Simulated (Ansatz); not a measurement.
The figure comes from a scan of C (diamond): the cell is scaled evenly about its relaxed volume V₀. These are PBE (plane waves to 420 eV, PAW, scalar-relativistic; Ansatz, a quantum-chemistry and plane-wave program) values and carry that method's errors. k mesh 16×16×16 (Γ-centred), Fermi-Dirac smearing 0.05 eV. E stands for the smeared free energy. C was relaxed with its symmetry unable to fall. ΔE is measured from the relaxed starting cell.

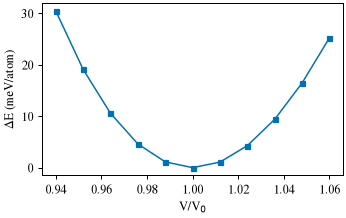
*ΔE (meV/atom) against V/V₀; markers are the computed points, lines only join them.*

Task: Read the plotted values off the figure, to the accuracy that the plot allows.

Result: To the nearest 0.5:

```
V/V₀   ΔE (meV/atom)
-----  -------------
0.940           30.5
0.952           19.0
0.964           10.5
0.976            4.5
0.988            1.0
1.000            0.0
1.012            1.0
1.024            4.5
1.036            9.5
1.048           16.5
1.060           25.5
```

(Under strain, the slope of the energy per volume gives the stress and its curvature an elastic modulus.)
